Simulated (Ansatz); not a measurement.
**HBr···HBr (SMILES Br.Br): density, localisation and related maps**

Input

```
crystal:
  periodic: [false, false, false]
  atoms:
    - {symbol: Br, position_ang: [0.489700, -0.563325, -2.250921]}
    - {symbol: H, position_ang: [0.068143, -0.531453, -0.886439]}
    - {symbol: Br, position_ang: [-0.559392, -0.103328, 1.626155]}
    - {symbol: H, position_ang: [0.001550, 1.198205, 1.511205]}
basis:
  gaussian: {orbitals: "def2-TZVPPD.json"}
hamiltonian: {xc: pbe0, dispersion: d4}
output: {orbitals: {seedname: orbitals}}
```

Command:

```sh
ansatz run in.yaml --threads 2 --pin off --events-out ev --progress --plain --max-ram 5222MiB
```

Geometry: PBE0-D4/def2-TZVP.

Level of theory: Ansatz, RKS PBE0-D4/def2-TZVPPD.

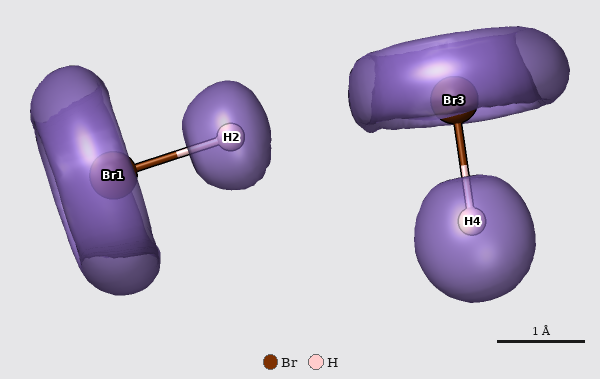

Figure 1. Isosurface of the electron localisation function at 0.85 (purple), seen across its widest extent. Core shells and regions of very low density are left out.

Q: Identify the bonds, lone pairs and shells in this picture.

A: At this value the surface marks out two regions around hydrogen nuclei and two rings or bowls of non-bonding electrons around Br.


Br3···H2 (2.62 Å): the ELF dips to about 0.10 between them. Br–H (1.42 Å): the ELF climbs to about 1 towards the hydrogen, as it does in any bond to H.

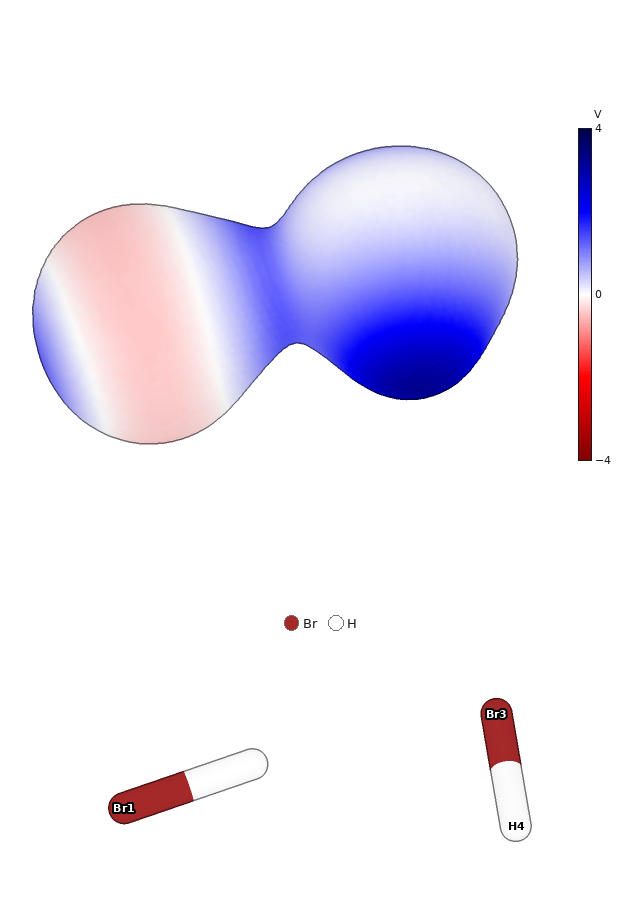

Figure 2. The molecular electrostatic potential painted on the density surface at 0.004 e/bohr³, seen at a tilt; the colour scale runs from red (negative) to blue (positive). The bare structure is drawn below in the same view.

Q: Which sites attract a positive test charge, and which a negative one?

A: A positive charge is drawn to the negative regions and a negative charge to the positive ones. The most negative region (about −0.5 V, or −12 kcal/mol for a unit charge) lies over Br1, the most positive (about +3.1 V, or +71 kcal/mol for a unit charge) over H4. Br1 shows a σ-hole: about +1.2 V, or +28 kcal/mol for a unit charge at the tip opposite its bond, against about −0.4 V, or −9 kcal/mol for a unit charge on its flanks. Br3 shows a σ-hole: about +1.8 V, or +42 kcal/mol for a unit charge at the tip opposite its bond, against about +0.3 V, or +7 kcal/mol for a unit charge on its flanks.

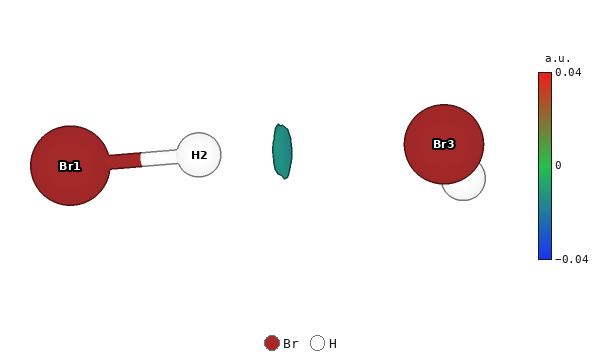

Figure 3. Non-covalent interaction (NCI) plot: the surface where the reduced density gradient is 0.4, for densities under 0.05 a.u., coloured by sign(λ₂)ρ; seen from one side.

Q: Identify the weak interactions.

A: Between H2 on one side and Br3 on the other: a weakly attractive contact (blue-green).
